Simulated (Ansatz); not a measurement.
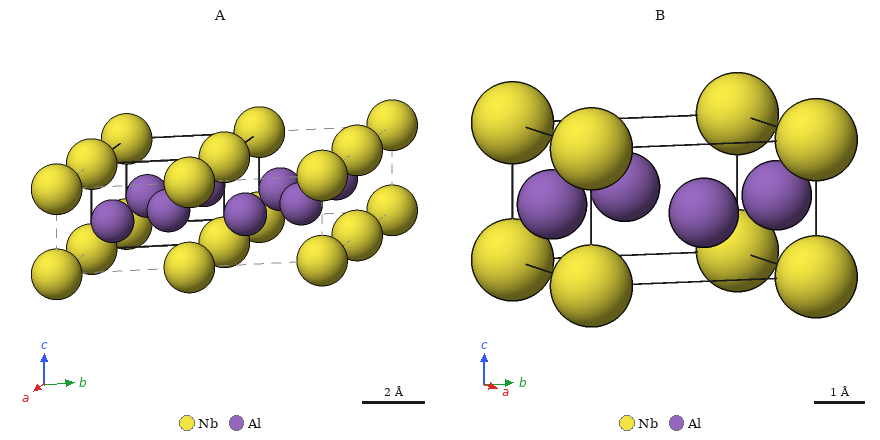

Two structures of NbAl$_{2}$, each relaxed to rest (conventional cells in solid outline, small ones repeated, not to one scale). Method: DFT PBE, scalar-relativistic, plane waves, PAW (Ansatz 0.2.0), without spin polarisation.

Identify the two structures.

Answer. A: AlB₂ type, P6/mmm. B: 3 atoms a cell on a primitive tetragonal lattice, P4/mmm.

A or B: which is lower in energy?

Answer. A is lower, by 255 meV/atom at this level of theory (energies at zero smearing). Volumes: A 16.4, B 21.4 Å³/atom.

One or both may be structure types tried for this composition rather than known phases.
